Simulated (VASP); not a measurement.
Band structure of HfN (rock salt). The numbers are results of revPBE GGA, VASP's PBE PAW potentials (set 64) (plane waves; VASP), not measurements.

Unless said otherwise, spin-orbit coupling is left out, though it shifts the bands of the heavy elements here.

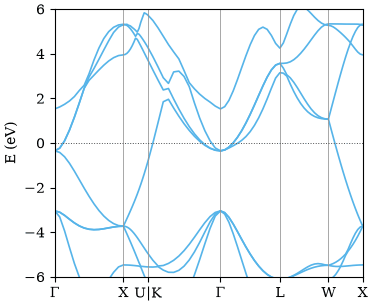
Fig. 1. Bands along high-symmetry lines, zero at the valence-band maximum or, without a gap, the Fermi level

Q: Read the plot: is there a gap, and where are the band edges?

A: It has no gap at this level: it comes out as a metal or semimetal. (Edges off the drawn lines would not show.)

The compound is HfN in the rock salt structure. It was relaxed first. The electron count is odd and the run is not spin-polarised, which forces a metal.
